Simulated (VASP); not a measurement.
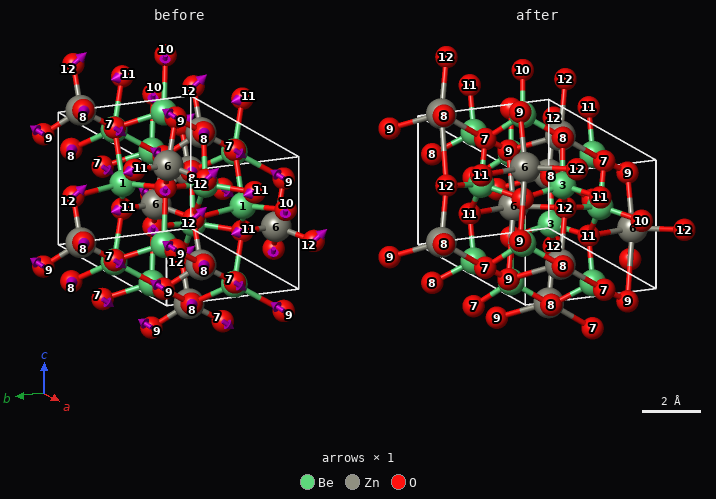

The structure of a crystal of Be$_{2}$ZnO$_{3}$ (a generated structure, set up in Cmc2_1) before (left) and after (right) a relaxation, at one scale. The purple arrows give the displacements (the part carried along by the change of the cell is left out), at their true length.

A ball-and-stick model of the conventional cell (2 times the calculation's cell), seen from a free direction. Lengths and directions refer to the drawn axes.

The run lets cell and atoms move.

Method: Kohn-Sham DFT of a periodic cell, PBE, VASP PAW PBE potentials, recommended in VASP 6.6.1.

Input file:
```
PREC = Normal
ENCUT = 520
EDIFF = 1E-4
ISMEAR = 0
SIGMA = 0.15
LREAL = Auto
LASPH = True
NELM = 60
ALGO = Fast
ISIF = 3
LWAVE = False
LCHARG = False
GGA = PE
IBRION = 2
NSW = 24
EDIFFG = -0.08
```

Run as
```bash
cat potpaw_PBE.64/Be/POTCAR potpaw_PBE.64/Zn/POTCAR potpaw_PBE.64/O/POTCAR > POTCAR
mpirun -np 1 vasp_std > vasp.out
```

Question: What changed between the two?

Answer: The largest moves relative to the cell, 0.64 Å, are those of O atoms. By element the largest moves are O 0.64 Å, Zn 0.04 Å, Be 0.04 Å. The volume changes by −4.8 %, with a 8.800 → 8.736 Å (−0.7 %), b 5.080 → 5.016 Å (−1.3 %), c 4.770 → 4.633 Å (−2.9 %). Near-neighbour distances that change, for instance: O–Zn 1.504 → 1.996 Å, O–Zn 3.088 → 2.623 Å, O–Zn 1.598 → 2.013 Å, Be–O 2.063 → 1.674 Å. Bond angles that change, for instance: Be–O–Be 96.3° → 129.9°, Zn–O–Zn 125.2° → 93.1°, Be–O–Zn 120.5° → 101.9°. The space group stays Cmc2_1 (No. 36). The energy falls by 23.172 eV per cell of the calculation in 23 geometry steps. Largest force component: 19 eV/Å at the start, 0.041 eV/Å at the end. Pressure: 66.04 GPa at the start and −0.03 GPa at the end. At step 1 the optimiser overshot: the energy rose above the start, and later steps came back. It ran on 1 thread of Intel(R) Xeon(R) 6975P-C (Granite Rapids), on a shared host.
